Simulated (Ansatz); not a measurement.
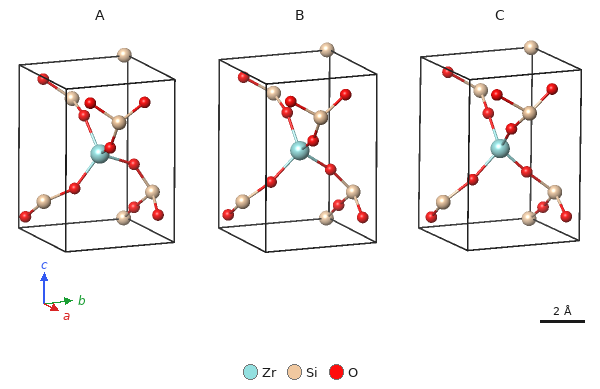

3 geometries from one relaxation of solid ZrSi₃O₈ (a generated structure, set up in P1) (coarse preliminary run), in shuffled order. Style: ball-and-stick. Shown: the cell of the calculation, reduced to other axes, slightly off an axis. Lengths and directions refer to the drawn axes.

Level of theory: DFT PBE, scalar-relativistic, plane waves, PAW (Ansatz). Settings: plane-wave cutoff 420 eV; k-point mesh 4 × 4 × 2; occupations gaussian; smearing width 0.1 eV; no spin polarisation; cell and atoms relaxed; force threshold 0.025 eV/Å; at most 60 steps.

Question: Put them in the order of the run, from the start to the converged end.

Answer: C, B, A. They are steps 0, 5, 16, at +3.063 eV per cell of the calculation, +69.0 meV per cell of the calculation relative to the last. The energy falls by 3.063 eV per cell of the calculation in 13 accepted moves (16 points after the start). Largest force component: 7.4 eV/Å at the start, 0.0043 eV/Å at the end. Pressure: 3.00 GPa at the start and −0.04 GPa at the end. The line search rejected the trial step at point 10 of the run. At 2 points the geometry stayed and the basis and grid were re-selected for the new cell (energy shift of 30.4 meV per cell of the calculation at most each time). The largest move relative to the cell is that of an O atom, 0.78 Å roughly along [−1 3 2]. By element the largest moves are O 0.78 Å, Si 0.38 Å, Zr 0.19 Å. The drawn cell changes as follows: a 5.503 → 5.371 Å (−2.4 %), b 5.507 → 5.373 Å (−2.4 %), c 8.027 → 7.625 Å (−5.0 %), α 89.7° → 90.0°, β 88.2° → 90.0°, γ 88.2° → 89.0°; the volume changes by −9.5 %. Some distances before and after: O–Si 1.894 → 1.629 Å, O–Zr 1.755 → 1.954 Å, O–Si 1.775 → 1.635 Å, O–Si 1.506 → 1.626 Å. Among the angles between lasting bonds that change: Zr–O–Si 173.8° → 143.2°, Zr–O–Si 168.9° → 140.1°, Zr–O–Si 165.4° → 140.1°. The space group stays P1 (No. 1).
